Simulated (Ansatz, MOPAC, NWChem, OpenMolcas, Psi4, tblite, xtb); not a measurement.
GaH2ClO (SMILES [OH][GaH][Cl]): methods side by side

The runs start from one conformer, not always the lowest.

GaH2ClO, singlet, SMILES `[OH][GaH][Cl]`. Each level relaxes the structure for itself.

Quantity: the highest harmonic wavenumber at each level's own minimum, in cm⁻¹. The values are calculated.

```tsv
level	kind	program	value (cm⁻¹)
MNDO	semi-empirical	MOPAC	4112
PM3	semi-empirical	MOPAC	4006
GFN2-xTB	semi-empirical	tblite	3671
GFN1-xTB	semi-empirical	xtb	3714
HF/3-21G	Hartree–Fock	OpenMolcas	4049
HF/6-31G* (Cartesian functions)	Hartree–Fock	OpenMolcas	4132
HF/cc-pVTZ	Hartree–Fock	OpenMolcas	4197
B3LYP/6-31G*/LANL2DZ (core potential, spherical functions)	global hybrid	NWChem	3813
PBE0-D4/def2-TZVP	global hybrid	Ansatz	3893
PBE0-D4/def2-SVP (density fitting)	global hybrid	Psi4	3908
```

All-electron rows without a relativistic Hamiltonian named are non-relativistic, while core potentials hold scalar relativity, so basis and relativity change together. Harmonic and unscaled. The values span 3671 to 4197 cm⁻¹.

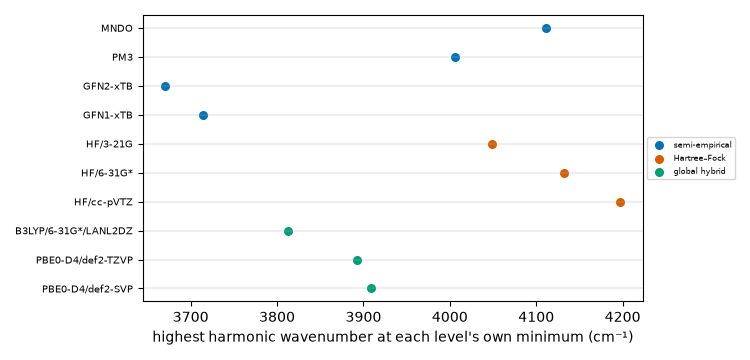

The values of the table, level by level.
